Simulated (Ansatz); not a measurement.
**C: response to strain**

Start from C in the graphite type structure (space group P6_3/mmc, No. 194; layered, stacked along the Cartesian z axis).

```yaml
crystal:
  lattice:
    - [2.46498, 0.00000, 0.00000]
    - [-1.23249, 2.13473, 0.00000]
    - [0.00000, 0.00000, 6.72886]
  atoms:
    - { symbol: C, position: [0.00000, 0.00000, 0.25000] }
    - { symbol: C, position: [0.00000, 0.00000, 0.75000] }
    - { symbol: C, position: [0.33333, 0.66667, 0.25000] }
    - { symbol: C, position: [0.66667, 0.33333, 0.75000] }
```

Strains are applied to the cell and any free atomic positions relax.

The values are results of plane-wave PAW DFT at the PBE-D3(BJ) level (Ansatz, a program for electronic structure, 420 eV), without spin-orbit coupling, earlier PAW set, not measurements.

Notes on the quantities. energy relative to the base: free energy F.

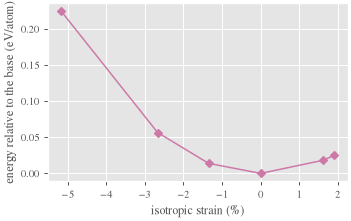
Figure. Energy relative to the base against isotropic strain

| isotropic strain (%) | energy relative to the base |
|---|---|
| -5.16 | +0.224 eV/atom |
| -2.67 | +57 meV/atom |
| -1.35 | +14 meV/atom |
| 1.62 | +18 meV/atom |
| 1.91 | +25 meV/atom |

A case with no gap was solved on a k-mesh chosen for an insulator, which is coarse for it. Stability against distortions was not tested.
